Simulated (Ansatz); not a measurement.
## C4H10AlF: geometry relaxation (part 3 of 3)

Continued. System: C4H10AlF, SMILES C[CH2][Al]([F])[CH2]C. Method: RKS PBE0-D4/def2-TZVP (Ansatz 0.2.0). The geometry: PBE-D4/def2-SVP start.

Geometry of the input (Å):
```
C  1.1366  -2.1719  -0.0392
C  1.2004  -1.1359  -1.1739
Al 0.3513  0.6022  -0.8092
F  0.2965  1.6955  -2.0981
C  -0.4403  1.2065  0.8898
C  -1.8985  1.6992  0.7983
H  0.0905  -2.4170  0.2417
H  1.6286  -3.1298  -0.3125
H  1.6341  -1.8079  0.8845
H  2.2579  -0.9343  -1.4635
H  0.7374  -1.5386  -2.1042
H  0.2085  2.0283  1.2741
H  -0.3495  0.3893  1.6402
H  -2.5895  0.8917  0.4744
H  -2.0085  2.5280  0.0683
H  -2.2783  2.0720  1.7738
```

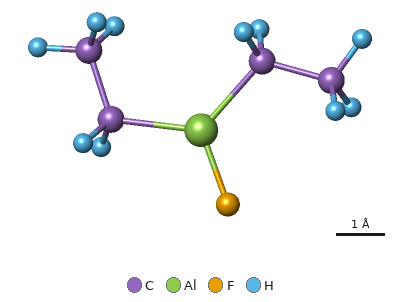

The geometry at step 29 of the log (ball-and-stick view, seen at a tilt).

Trajectory as extended XYZ, continued:
```
16
Properties=species:S:1:pos:R:3:forces:R:3 step=22 energy=-13619.65432
C     1.3759   -2.0972    0.0073    0.0011  -0.0014  -0.0014
C     1.2050   -1.1575   -1.1870   -0.0064   0.0012   0.0016
Al    0.0742    0.4044   -0.8719    0.0105   0.0074  -0.0086
F    -0.2276    1.3903   -2.1737   -0.0005  -0.0114   0.0111
C    -0.6988    0.9212    0.8456   -0.0045   0.0088   0.0294
C    -1.7983    1.9844    0.8099    0.0031  -0.0070  -0.0288
H     0.4190   -2.5109    0.3383    0.0050   0.0021  -0.0005
H     2.0279   -2.9446   -0.2252   -0.0026   0.0051   0.0011
H     1.8116   -1.5842    0.8694   -0.0021  -0.0015  -0.0029
H     2.1836   -0.7977   -1.5309   -0.0047   0.0002  -0.0002
H     0.7975   -1.7018   -2.0483    0.0031   0.0001   0.0026
H     0.1349    1.2644    1.4774   -0.0304  -0.0150  -0.0234
H    -1.0571    0.0116    1.3470    0.0074   0.0274  -0.0138
H    -2.6732    1.6400    0.2504    0.0320   0.0147   0.0201
H    -1.4568    2.9018    0.3225   -0.0086  -0.0314   0.0164
H    -2.1406    2.2533    1.8137   -0.0022   0.0007  -0.0026
16
Properties=species:S:1:pos:R:3:forces:R:3 step=23 energy=-13619.65462
C     1.3852   -2.0927    0.0097   -0.0003  -0.0019   0.0002
C     1.2036   -1.1585   -1.1873   -0.0041  -0.0017  -0.0021
Al    0.0616    0.3955   -0.8755    0.0180   0.0114  -0.0031
F    -0.2471    1.3769   -2.1788   -0.0032  -0.0097   0.0053
C    -0.7108    0.9111    0.8424   -0.0051   0.0068   0.0264
C    -1.7912    1.9936    0.8116   -0.0032  -0.0030  -0.0252
H     0.4327   -2.5140    0.3438    0.0044   0.0020  -0.0005
H     2.0444   -2.9348   -0.2212   -0.0021   0.0041   0.0010
H     1.8177   -1.5730    0.8694   -0.0016  -0.0007  -0.0028
H     2.1785   -0.7915   -1.5344   -0.0064   0.0003   0.0003
H     0.7994   -1.7095   -2.0459    0.0027  -0.0002   0.0022
H     0.1253    1.2321    1.4825   -0.0298  -0.0129  -0.0239
H    -1.0878    0.0028    1.3322    0.0049   0.0254  -0.0110
H    -2.6670    1.6729    0.2394    0.0354   0.0121   0.0211
H    -1.4296    2.9118    0.3405   -0.0079  -0.0331   0.0150
H    -2.1379    2.2545    1.8160   -0.0018   0.0012  -0.0028
16
Properties=species:S:1:pos:R:3:forces:R:3 step=24 energy=-13619.65494
C     1.4010   -2.0845    0.0139   -0.0029  -0.0009   0.0008
C     1.2011   -1.1602   -1.1880    0.0051  -0.0046  -0.0035
Al    0.0434    0.3825   -0.8804    0.0158   0.0092   0.0011
F    -0.2796    1.3545   -2.1869   -0.0037  -0.0056  -0.0008
C    -0.7308    0.8942    0.8376   -0.0058   0.0088   0.0322
C    -1.7792    2.0083    0.8142   -0.0093   0.0032  -0.0341
H     0.4559   -2.5171    0.3545    0.0060   0.0033  -0.0010
H     2.0710   -2.9187   -0.2147   -0.0026   0.0043   0.0000
H     1.8298   -1.5537    0.8686   -0.0021  -0.0009  -0.0036
H     2.1697   -0.7829   -1.5424   -0.0094  -0.0025   0.0016
H     0.8002   -1.7219   -2.0412    0.0020   0.0009   0.0025
H     0.1077    1.1780    1.4926   -0.0420  -0.0125  -0.0301
H    -1.1398   -0.0117    1.3069    0.0073   0.0369  -0.0143
H    -2.6548    1.7272    0.2200    0.0577   0.0130   0.0346
H    -1.3834    2.9271    0.3708   -0.0152  -0.0545   0.0221
H    -2.1350    2.2560    1.8190   -0.0008   0.0018  -0.0075
16
Properties=species:S:1:pos:R:3:forces:R:3 step=25 energy=-13619.65514
C     1.4048   -2.0819    0.0149   -0.0023  -0.0013   0.0009
C     1.2004   -1.1607   -1.1885    0.0062  -0.0022  -0.0025
Al    0.0407    0.3805   -0.8811    0.0100   0.0048   0.0002
F    -0.2859    1.3500   -2.1885   -0.0026  -0.0035  -0.0010
C    -0.7356    0.8905    0.8366   -0.0004   0.0034   0.0314
C    -1.7763    2.0110    0.8149   -0.0111   0.0084  -0.0335
H     0.4614   -2.5157    0.3587    0.0054   0.0030  -0.0006
H     2.0761   -2.9153   -0.2134   -0.0025   0.0036   0.0002
H     1.8345   -1.5484    0.8675   -0.0018  -0.0011  -0.0031
H     2.1674   -0.7825   -1.5461   -0.0080  -0.0025   0.0012
H     0.7983   -1.7250   -2.0395    0.0011   0.0013   0.0024
H     0.1018    1.1654    1.4960   -0.0340  -0.0116  -0.0253
H    -1.1527   -0.0145    1.3002    0.0080   0.0289  -0.0129
H    -2.6505    1.7389    0.2150    0.0474   0.0119   0.0302
H    -1.3723    2.9291    0.3784   -0.0150  -0.0445   0.0192
H    -2.1352    2.2558    1.8193   -0.0004   0.0014  -0.0070
16
Properties=species:S:1:pos:R:3:forces:R:3 step=26 energy=-13619.65555
C     1.4165   -2.0742    0.0182   -0.0012   0.0006   0.0000
C     1.1984   -1.1622   -1.1897    0.0053   0.0011   0.0011
Al    0.0322    0.3743   -0.8833    0.0004  -0.0015   0.0003
F    -0.3026    1.3380   -2.1927   -0.0010   0.0006  -0.0015
C    -0.7502    0.8789    0.8335    0.0048  -0.0071   0.0184
C    -1.7679    2.0190    0.8167   -0.0072   0.0110  -0.0179
H     0.4780   -2.5101    0.3722    0.0027   0.0017   0.0001
H     2.0901   -2.9056   -0.2097   -0.0005   0.0003   0.0000
H     1.8501   -1.5327    0.8638   -0.0009  -0.0009  -0.0022
H     2.1604   -0.7815   -1.5575   -0.0038  -0.0019   0.0005
H     0.7924   -1.7340   -2.0337    0.0000   0.0004   0.0017
H     0.0843    1.1269    1.5057   -0.0126  -0.0061  -0.0107
H    -1.1909   -0.0233    1.2796    0.0060   0.0121  -0.0078
H    -2.6378    1.7735    0.2014    0.0158   0.0052   0.0124
H    -1.3405    2.9347    0.4000   -0.0077  -0.0164   0.0093
H    -2.1354    2.2555    1.8199    0.0001   0.0008  -0.0036
16
Properties=species:S:1:pos:R:3:forces:R:3 step=28 energy=-13619.65590
C     1.4407   -2.0585    0.0252   -0.0024   0.0041  -0.0025
C     1.1942   -1.1653   -1.1916    0.0019  -0.0027   0.0034
Al    0.0116    0.3595   -0.8892    0.0007   0.0017   0.0017
F    -0.3346    1.3157   -2.2012    0.0000  -0.0012   0.0009
C    -0.7807    0.8543    0.8261   -0.0055   0.0061   0.0046
C    -1.7514    2.0359    0.8205    0.0056  -0.0061  -0.0091
H     0.5122   -2.4977    0.4009    0.0023   0.0017   0.0000
H     2.1179   -2.8870   -0.2023    0.0002  -0.0001  -0.0011
H     1.8833   -1.5014    0.8557   -0.0011  -0.0006  -0.0019
H     2.1458   -0.7784   -1.5790   -0.0029  -0.0014   0.0005
H     0.7824   -1.7536   -2.0215    0.0014   0.0001   0.0015
H     0.0488    1.0468    1.5218   -0.0131  -0.0006  -0.0092
H    -1.2681   -0.0409    1.2366    0.0031   0.0135  -0.0046
H    -2.6139    1.8459    0.1761    0.0172   0.0022   0.0126
H    -1.2769    2.9462    0.4448   -0.0060  -0.0183   0.0076
H    -2.1345    2.2557    1.8216   -0.0013   0.0018  -0.0043
16
Properties=species:S:1:pos:R:3:forces:R:3 step=29 energy=-13619.65600
C     1.4494   -2.0520    0.0278    0.0004   0.0001  -0.0018
C     1.1922   -1.1667   -1.1924    0.0011   0.0002   0.0028
Al    0.0073    0.3564   -0.8906   -0.0101  -0.0062  -0.0033
F    -0.3427    1.3100   -2.2036    0.0034  -0.0002   0.0035
C    -0.7917    0.8458    0.8231   -0.0003   0.0052   0.0046
C    -1.7457    2.0404    0.8218    0.0060  -0.0074  -0.0026
H     0.5245   -2.4890    0.4146    0.0022   0.0015  -0.0005
H     2.1250   -2.8818   -0.2004   -0.0017   0.0021   0.0007
H     1.8992   -1.4894    0.8507   -0.0005  -0.0008  -0.0010
H     2.1399   -0.7800   -1.5891    0.0012  -0.0014  -0.0009
H     0.7758   -1.7611   -2.0156    0.0002   0.0023   0.0016
H     0.0341    1.0192    1.5279   -0.0089  -0.0014  -0.0044
H    -1.2957   -0.0464    1.2200    0.0052   0.0092  -0.0049
H    -2.6037    1.8698    0.1667    0.0071   0.0019   0.0051
H    -1.2548    2.9480    0.4620   -0.0033  -0.0069   0.0030
H    -2.1360    2.2539    1.8215   -0.0018   0.0018  -0.0022
16
Properties=species:S:1:pos:R:3:forces:R:3 step=30 energy=-13619.65598 accepted=F
C     1.4651   -2.0404    0.0324   -0.0049   0.0166  -0.0001
C     1.1877   -1.1700   -1.1940    0.0045   0.0032   0.0020
Al   -0.0090    0.3446   -0.8951    0.0254   0.0194   0.0020
F    -0.3528    1.3028   -2.2066   -0.0051  -0.0079   0.0041
C    -0.8124    0.8300    0.8176   -0.0019   0.0009   0.0036
C    -1.7349    2.0486    0.8247   -0.0031   0.0156  -0.0175
H     0.5476   -2.4759    0.4376   -0.0025  -0.0007   0.0009
H     2.1399   -2.8700   -0.1961    0.0111  -0.0131  -0.0022
H     1.9250   -1.4669    0.8424   -0.0032  -0.0017  -0.0048
H     2.1281   -0.7800   -1.6059   -0.0174  -0.0029   0.0065
H     0.7666   -1.7763   -2.0060    0.0013  -0.0067  -0.0036
H     0.0082    0.9693    1.5359   -0.0081  -0.0053  -0.0129
H    -1.3457   -0.0543    1.1927    0.0008  -0.0011   0.0043
H    -2.5856    1.9133    0.1510    0.0217   0.0085   0.0194
H    -1.2138    2.9505    0.4918   -0.0195  -0.0269   0.0103
H    -2.1370    2.2521    1.8221    0.0011   0.0020  -0.0118
16
Properties=species:S:1:pos:R:3:forces:R:3 step=31 energy=-13619.65596 accepted=F
C     1.4572   -2.0461    0.0302    0.0034  -0.0097  -0.0118
C     1.1896   -1.1686   -1.1932   -0.0148  -0.0070   0.0065
Al   -0.0002    0.3510   -0.8926    0.0071   0.0075  -0.0010
F    -0.3452    1.3083   -2.2043   -0.0013  -0.0033   0.0018
C    -0.8016    0.8383    0.8203   -0.0166   0.0131  -0.0283
C    -1.7408    2.0441    0.8231    0.0143  -0.0342   0.0252
H     0.5361   -2.4818    0.4269   -0.0032  -0.0024   0.0013
H     2.1322   -2.8766   -0.1983   -0.0055   0.0067   0.0022
H     1.9125   -1.4782    0.8459    0.0050   0.0057   0.0078
H     2.1329   -0.7810   -1.5979    0.0124   0.0067  -0.0059
H     0.7701   -1.7690   -2.0104   -0.0003  -0.0019  -0.0005
H     0.0206    0.9951    1.5308    0.0267   0.0043   0.0206
H    -1.3190   -0.0497    1.2063   -0.0125  -0.0209   0.0092
H    -2.5938    1.8910    0.1597   -0.0337  -0.0061  -0.0255
H    -1.2364    2.9477    0.4772    0.0234   0.0398  -0.0146
H    -2.1372    2.2528    1.8209   -0.0045   0.0016   0.0132
16
Properties=species:S:1:pos:R:3:forces:R:3 step=32 energy=-13619.65605
C     1.4534   -2.0490    0.0290    0.0002   0.0004  -0.0018
C     1.1908   -1.1677   -1.1928   -0.0010  -0.0006   0.0019
Al    0.0034    0.3536   -0.8917   -0.0006   0.0009  -0.0016
F    -0.3440    1.3090   -2.2040    0.0007  -0.0013   0.0020
C    -0.7966    0.8421    0.8217   -0.0030   0.0035  -0.0012
C    -1.7432    2.0422    0.8226    0.0039  -0.0052   0.0004
H     0.5303   -2.4854    0.4208    0.0003   0.0002   0.0002
H     2.1286   -2.8790   -0.1993   -0.0003   0.0005   0.0003
H     1.9059   -1.4836    0.8484    0.0002   0.0002   0.0002
H     2.1364   -0.7805   -1.5938    0.0003   0.0001  -0.0006
H     0.7728   -1.7652   -2.0129    0.0000   0.0000   0.0001
H     0.0276    1.0071    1.5296    0.0001  -0.0005   0.0003
H    -1.3075   -0.0483    1.2131    0.0003  -0.0004   0.0000
H    -2.5988    1.8805    0.1625   -0.0005   0.0009  -0.0002
H    -1.2450    2.9484    0.4700    0.0001   0.0008   0.0001
H    -2.1370    2.2531    1.8213   -0.0007   0.0006  -0.0001
16
Properties=species:S:1:pos:R:3:forces:R:3 step=34 energy=-13619.65611
C     1.4712   -2.0359    0.0342   -0.0016   0.0051  -0.0004
C     1.1855   -1.1715   -1.1945    0.0042   0.0014   0.0016
Al   -0.0077    0.3455   -0.8950   -0.0015  -0.0002  -0.0024
F    -0.3555    1.3007   -2.2074    0.0010  -0.0010   0.0021
C    -0.8189    0.8252    0.8156    0.0018   0.0024   0.0036
C    -1.7320    2.0508    0.8255   -0.0013   0.0046  -0.0059
H     0.5563   -2.4690    0.4481   -0.0002   0.0004  -0.0004
H     2.1443   -2.8673   -0.1947    0.0029  -0.0032  -0.0007
H     1.9369   -1.4585    0.8379   -0.0009  -0.0008  -0.0015
H     2.1226   -0.7842   -1.6151   -0.0041  -0.0020   0.0017
H     0.7583   -1.7819   -2.0004   -0.0002  -0.0004   0.0001
H    -0.0023    0.9519    1.5402   -0.0056  -0.0007  -0.0040
H    -1.3614   -0.0581    1.1802    0.0017   0.0028  -0.0011
H    -2.5777    1.9288    0.1438    0.0098   0.0018   0.0077
H    -1.2015    2.9512    0.5052   -0.0067  -0.0109   0.0038
H    -2.1410    2.2494    1.8208    0.0006   0.0006  -0.0040
16
Properties=species:S:1:pos:R:3:forces:R:3 step=35 energy=-13619.65612
C     1.4728   -2.0347    0.0346   -0.0004   0.0008  -0.0003
C     1.1847   -1.1720   -1.1946    0.0011  -0.0003   0.0007
Al   -0.0084    0.3450   -0.8952   -0.0013  -0.0003  -0.0012
F    -0.3551    1.3009   -2.2073    0.0006  -0.0004   0.0010
C    -0.8207    0.8239    0.8150    0.0004   0.0001   0.0023
C    -1.7312    2.0514    0.8257    0.0000   0.0003  -0.0014
H     0.5587   -2.4676    0.4506    0.0006   0.0003  -0.0003
H     2.1459   -2.8663   -0.1943   -0.0001   0.0002   0.0001
H     1.9395   -1.4561    0.8368   -0.0003  -0.0005  -0.0005
H     2.1208   -0.7851   -1.6174   -0.0005  -0.0003  -0.0001
H     0.7563   -1.7837   -1.9989    0.0000   0.0002   0.0004
H    -0.0050    0.9476    1.5409   -0.0023  -0.0003  -0.0016
H    -1.3657   -0.0588    1.1774    0.0014   0.0023  -0.0011
H    -2.5755    1.9327    0.1424    0.0021   0.0001   0.0016
H    -1.1983    2.9510    0.5083   -0.0012  -0.0024   0.0010
H    -2.1417    2.2489    1.8205    0.0000   0.0003  -0.0006
16
Properties=species:S:1:pos:R:3:forces:R:3 step=36 energy=-13619.65613
C     1.4747   -2.0334    0.0351    0.0001   0.0001   0.0002
C     1.1839   -1.1726   -1.1948    0.0003   0.0000  -0.0003
Al   -0.0094    0.3443   -0.8955    0.0000   0.0003   0.0000
F    -0.3549    1.3009   -2.2073    0.0000   0.0000   0.0000
C    -0.8229    0.8224    0.8144    0.0004  -0.0006   0.0005
C    -1.7302    2.0521    0.8260   -0.0004   0.0008  -0.0003
H     0.5615   -2.4660    0.4533   -0.0002  -0.0001   0.0002
H     2.1477   -2.8650   -0.1938    0.0001  -0.0001  -0.0001
H     1.9426   -1.4535    0.8356    0.0000   0.0000   0.0002
H     2.1190   -0.7859   -1.6199   -0.0002   0.0000  -0.0001
H     0.7542   -1.7857   -1.9973   -0.0001  -0.0001  -0.0001
H    -0.0081    0.9425    1.5419   -0.0002   0.0000  -0.0003
H    -1.3707   -0.0596    1.1741    0.0000   0.0001  -0.0001
H    -2.5734    1.9371    0.1406    0.0001   0.0000   0.0002
H    -1.1944    2.9510    0.5118   -0.0001  -0.0003   0.0001
H    -2.1424    2.2485    1.8204    0.0001  -0.0001  -0.0001
```

Key numbers:

- outcome: converged
- total energy: −13619.6562 eV
- mean-field energy: −13619.4078 eV
- dispersion energy: −0.2484 eV
- SCF solution under orbital rotations: stable
- largest force (length of the vector) at the end: 0.001 eV/Å
- dipole moment: 1.87 D
- wall time: 3.6 min (CPU time 13 min)
- peak memory: 0.81 GiB
